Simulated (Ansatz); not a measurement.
**CH₅Ga···HF···HF: density, localisation and related maps**

```xyz
11

Ga   -1.0379    0.0566   -0.7643
C     0.9080   -0.0056   -1.0482
H    -2.0952   -0.7524   -1.5795
H    -1.4919    1.1481    0.3045
H    -0.1844   -0.9283    2.1373
F    -0.6829   -1.6216    1.7896
H     0.1370    1.1543    0.8805
F     0.5848    1.0465    1.6877
H     1.1392    0.5020   -2.0123
H     1.2243   -1.0646   -1.1569
H     1.4990    0.4648   -0.2386
```

Not at a stationary point (largest force 1.5 eV/Å).

Computed with Ansatz 0.2.0, RKS LDA/def2-SVP.

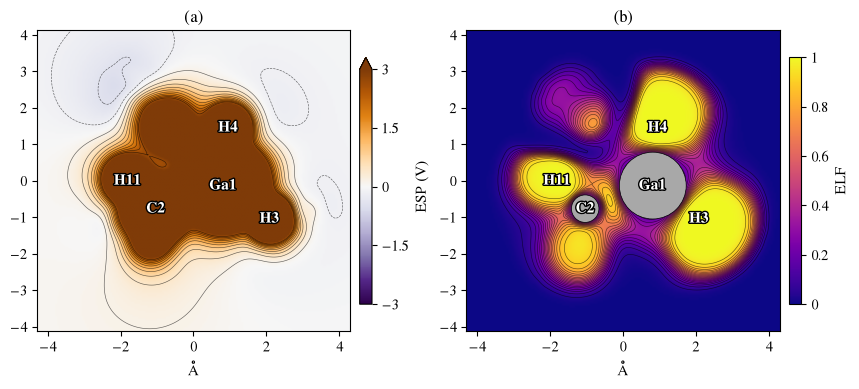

Figure 1. (a) electrostatic potential; (b) ELF on the plane of atoms H3, Ga1 and H4. Grey discs cover the atomic cores in the ELF map.

Q: What do the fields say about this system?

A: Atoms in the plane: Ga, C and H.
C–Ga (1.97 Å): the ELF peaks at about 0.95 in the valence shell of C, 0.7 Å from its nucleus, and is about 0.50 at the midpoint.
C–H (1.11 Å): the ELF climbs to about 1 towards the hydrogen, as it does in any bond to H: a covalent bond by its length.
Ga–H (1.56 Å): the ELF climbs to about 1 towards the hydrogen.
Outside the dense part of the complex the potential is most negative (−0.5 V) near F8, which lies off the plane.

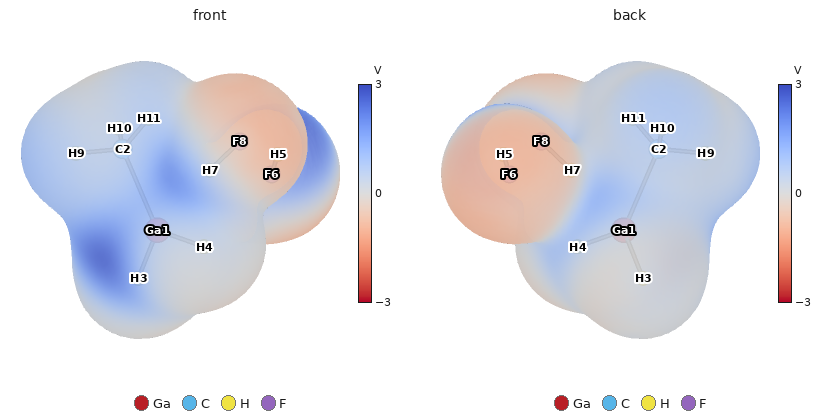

Figure 2. The molecular electrostatic potential painted on the density surface at 0.002 e/bohr³, seen from the front and from behind; the colour scale runs from red (negative) to blue (positive).

Q: Where is the surface potential most negative and most positive?

A: The most negative region (about −0.9 V) lies over F6, the most positive (about +2.3 V) over Ga1 and H5.

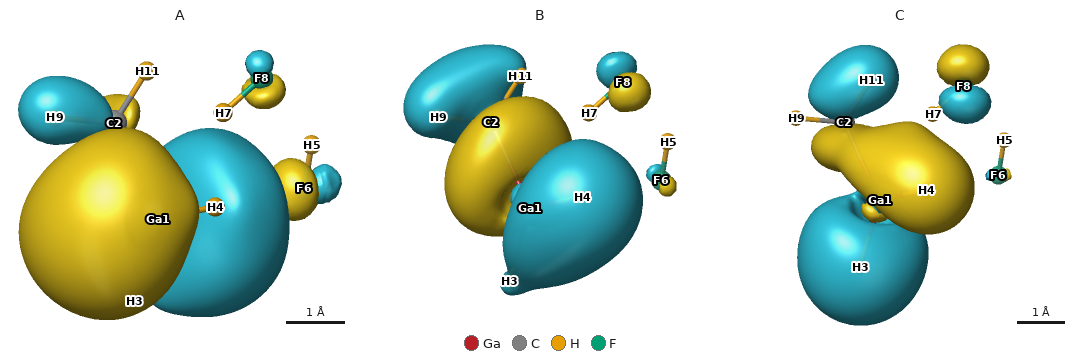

Figure 3. Three frontier orbitals at ±0.08 Å⁻³ᐟ² (yellow and cyan are the two phases), in no order.

Q: Order the three orbitals by energy and name them.

A: C is the HOMO−1 (−7.54 eV). Its weight (Hirshfeld) is mainly on H3 (about 35 %), Ga1 (about 35 %), H4 (about 15 %) and C2 (about 10 %). B is the HOMO (−7.13 eV). It lies mainly on C2 (about 35 %), Ga1 (about 30 %) and H4 (about 20 %). A is the LUMO (−2.48 eV). It lies mainly on Ga1 (about 75 %).

Q: What is the HOMO–LUMO gap?

A: 4.65 eV between the orbital energies.
